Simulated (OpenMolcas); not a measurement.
## Predicting a hybrid from its neighbours: Si2H5O

Si2H5O has 8 atoms, charge 0, and is taken as a doublet. SMILES: `O[SiH][SiH3]`. The coordinates come from a PBE0-D4/def2-TZVP relaxation. This is one conformer, not always the lowest.

The vertical energy of the quartet above the doublet y, in eV, basis def2-SVPD; a is the functional's share of exact exchange. Programs: OpenMolcas 26.06.

| functional | program | a | y (eV) |
| --- | --- | --- | --- |
| UBLYP | OpenMolcas | 0 | 5.49 |
| U-r2SCAN | OpenMolcas | 0 | 5.49 |
| UB3LYP | OpenMolcas | 0.2 | ? |
| UPBE0 | OpenMolcas | 0.25 | 5.65 |
| UBHLYP | OpenMolcas | 0.5 | 6.09 |

Question: Fit y = c + s·a to the known rows and predict UB3LYP.

Answer: 
1. Means of the 4 rows: a = 0.1875, y = 5.680.
2. Σ(Δa)² = 0.17188, Σ(Δa·Δy) = 0.1975, so the slope is 0.1975/0.17188 = 1.1491.
3. Intercept: 5.680 − (1.1491) × 0.1875 = 5.465. The largest residual of the fit is 0.10.
4. UB3LYP: 5.465 + (1.1491) × 0.2 = 5.69 eV.

The run gave 5.76 eV, so the prediction is off by -0.07 eV, within the largest residual.

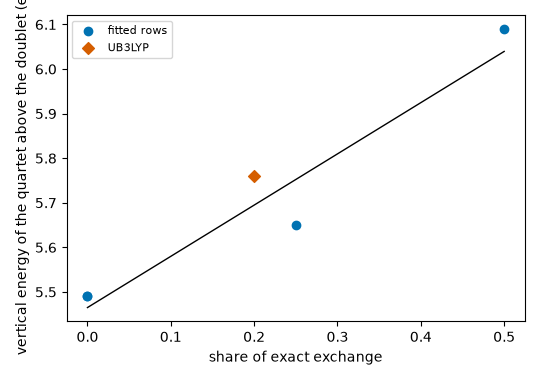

The fitted line, with the withheld row.
